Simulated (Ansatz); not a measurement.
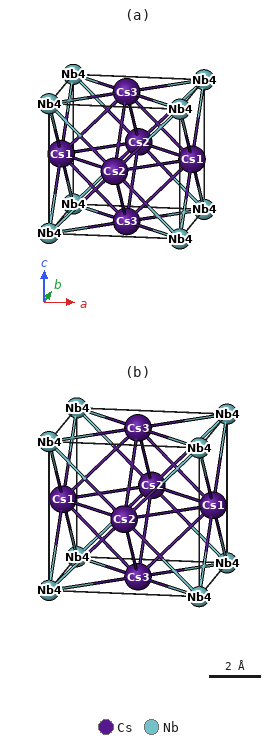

The structure of solid Cs3Nb (built on the Cu3Au (L1_2)_221 type) before (top) and after (bottom) a relaxation, at one scale.

The picture is a ball-and-stick view of the cell of the calculation, seen slightly off an axis.

Case: Cu3Au (L1_2) type (Pm-3m, No. 221).

The calculation used DFT PBE, scalar-relativistic, plane waves, PAW (Ansatz).

The input:
```yaml
crystal:
  lattice:
    - [5.298934624, 0.0, 0.0]
    - [0.0, 5.298934624, 0.0]
    - [0.0, 0.0, 5.298934624]
  atoms:
    - { symbol: Cs, position: [0.0, 0.5, 0.5] }
    - { symbol: Cs, position: [0.5, 0.0, 0.5] }
    - { symbol: Cs, position: [0.5, 0.5, 0.0] }
    - { symbol: Nb, position: [0.0, 0.0, 0.0] }
basis:
  ecutwfc: 420
kpoints:
  mp_grid: { grid: [10, 10, 10] }
hamiltonian:
  xc: pbe
scf:
  occupations: { method: gaussian, width: 0.1 }
output:
  forces: true
  stress: true
  eigenvalues: true
relax:
  adjacent_minimum: "off"
  f_tol: 0.01
  max_steps: 80
  cell: { stress_tol: 0.05 }
```

Launched with:
```bash
ansatz run input.yaml --threads 1 --pin off --max-ram 2560MiB --backend cpu --events-out ev --progress --plain --runs-dir out
```

Q: What changed between the two?

A: Over 6 accepted moves (8 points after the start) the energy falls by 135 meV per atom. All forces vanish by symmetry, so only the cell relaxes. The pressure goes from 3.25 to 0.00 GPa. The SCF was repeated twice at an unchanged geometry on a basis and grid sized afresh for the cell, which shifted the energy by 3.5 meV per atom at most. The atoms keep their places relative to the cell (all moves are under 0.005 Å). Cell: a = b = c 5.299 → 6.081 Å (+14.8 %). Volume +51.1 %. Some distances before and after: Cs1–Nb4 3.747 → 4.300 Å, Cs1–Cs2 3.747 → 4.300 Å. The space group stays Pm-3m (No. 221).
